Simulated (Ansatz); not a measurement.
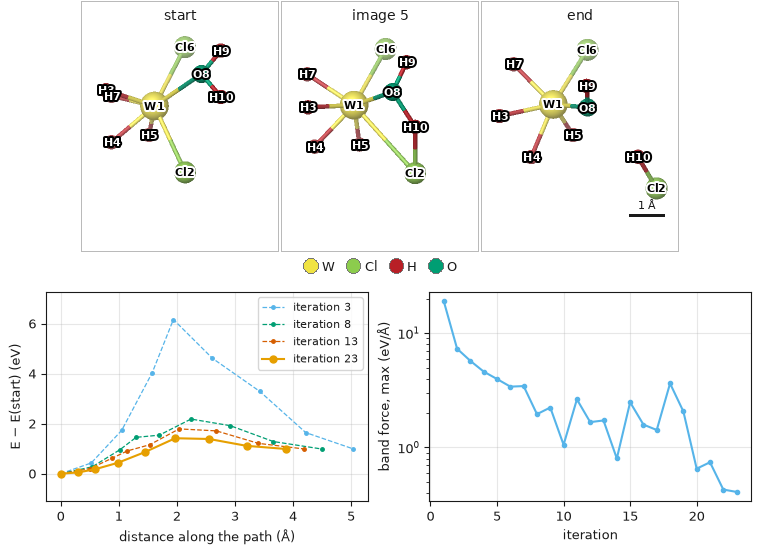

A nudged-elastic-band calculation for WH6OCl2. Images are numbered from 0 (start) to 8 (end). The plot follows the band through its iterations. Style: ball-and-stick. Shown from a free direction.

The calculation used Ansatz 0.2.0, RKS PBE0/def2-SVP. Run with 7 movable images; climbing image; force threshold 0.03 eV/Å; iteration limit 23; optimiser L-BFGS; starting path through a guess of the saddle point.

Question: Did the band converge, and can the barrier be trusted?

Answer: The result isn't final. The band hadn't converged when the run stopped after 23 iterations. The largest component of the band force went from 19 to 0.41 eV/Å. The barrier read from it is provisional, though the highest image hardly moved in the last two iterations. The first iteration put the highest image at 12.61 eV. Forward barrier 1.42 eV, backward barrier 0.43 eV, with image 5 at the top; the reaction energy is +0.99 eV.
